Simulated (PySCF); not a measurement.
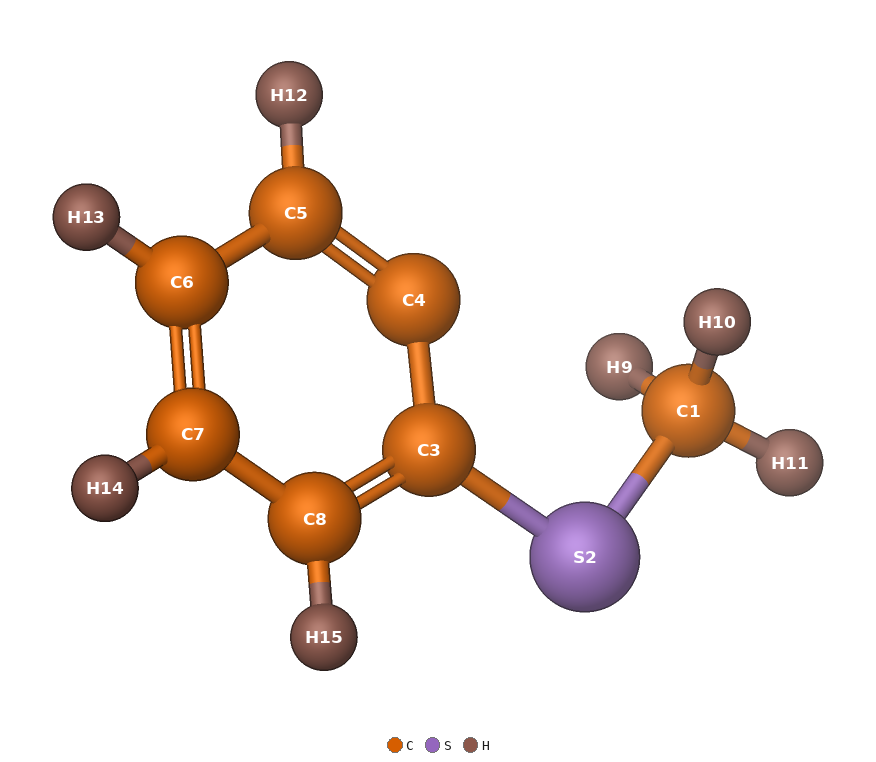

The species is neutral and a spin doublet. Computed geometry: GFN2-xTB optimisation. No frequency run is at hand to confirm it as a minimum. Level of theory: UKS B3LYP, pcH-1 on C H S, non-relativistic (PySCF 2.14.0). Fermi-contact and spin-dipolar terms alone, no spin-orbit part.

### Which nucleus has the largest dipolar (anisotropic) hyperfine coupling?

13C at C4: principal values −78.6, −61.5, 140.2 MHz.

List the isotropic and dipolar parts for the most strongly coupled nuclei, one of each equivalent set.

| atom | isotope | a_iso (MHz) | dipolar part (MHz) |
| --- | --- | --- | --- |
| C4 | 13C | 396.6 | −78.6, −61.5, 140.2 |
| C3 | 13C | 0.0 | −13.9, −4.5, 18.4 |
| C5 | 13C | 11.1 | −13.8, −2.1, 15.9 |
| H12 | 1H | 59.9 | −6.9, −5.7, 12.6 |
| C6 | 13C | 47.4 | −6.5, −2.4, 8.9 |
| H9 | 1H | 2.5 | −5.5, −3.4, 8.9 |
| C8 | 13C | 35.2 | −5.6, −1.9, 7.5 |
| S2 | 33S | 4.2 | −4.6, −2.5, 7.1 |
